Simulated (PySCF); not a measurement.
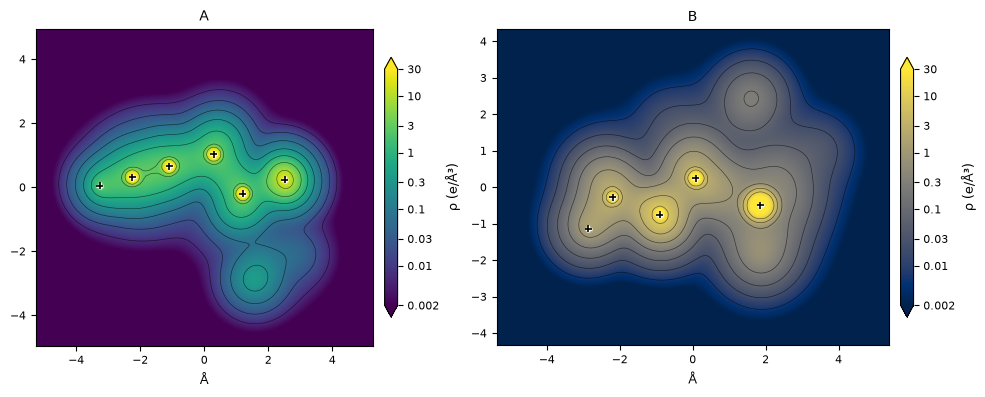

The electron density of 2 systems, each on a plane through atoms (crosses mark nuclei in the plane).

The calculation used B3LYP/def2-SVPD, SCF density, gas phase (PySCF 2.14.0).

System 1: C6H9F, the plane of atoms C2, C3 and C4. Geometry: GFN2-xTB.

```csv
atom,x (Å),y (Å),z (Å)
C,3.0157,-0.2778,0.4771
C,2.0908,-0.5270,-0.2397
C,0.9605,-0.8310,-1.0905
C,-0.3619,-0.6770,-0.3324
F,-1.3772,-1.1429,-1.1529
C,-0.6560,0.7682,0.0543
C,-1.9082,0.8797,0.9160
H,3.8352,-0.0620,1.0949
H,1.0444,-1.8602,-1.4514
H,0.9598,-0.1631,-1.9566
H,-0.3738,-1.3266,0.5530
H,-0.7869,1.3515,-0.8601
H,0.2114,1.1568,0.5908
H,-2.1262,1.9219,1.1346
H,-1.7750,0.3490,1.8564
H,-2.7602,0.4493,0.3949
```

System 2: C5H12OSi (SMILES CO[C@H]1CCC[SiH2]1), the plane of atoms O2, C3 and Si7. Geometry: PBE0-D3(BJ)/def2-SVP.

```xyz
19

C     2.8689   -0.6081    0.0997
O     1.6327   -1.1879    0.3857
C     0.5766   -0.2722    0.5044
C     0.1408    0.3991   -0.8106
C    -1.2863    0.9211   -0.6374
C    -2.1738   -0.2172   -0.1032
Si   -1.0335   -1.1171    1.1166
H     3.6267   -1.4041    0.1229
H     3.1446    0.1611    0.8491
H     2.8975   -0.1331   -0.8994
H     0.8472    0.5261    1.2310
H     0.8256    1.2043   -1.1236
H     0.1630   -0.3713   -1.6026
H    -1.2796    1.7546    0.0876
H    -1.6739    1.3398   -1.5801
H    -3.1187    0.1457    0.3272
H    -2.4377   -0.9082   -0.9214
H    -1.0024   -2.6001    0.9449
H    -1.3278   -0.8060    2.5502
```

Match each panel to its system.

Panel A is system 1, C6H9F: the plane holds C, F and H. C–C (1.20 Å): the density is about 2.7 e/Å³ at the midpoint. Panel B is system 2, C5H12OSi: the plane holds C, O, Si and H. C–O (1.40 Å): ρ is about 2.1 e/Å³ halfway, with its minimum of 1.8 e/Å³ about 0.5 Å from C.
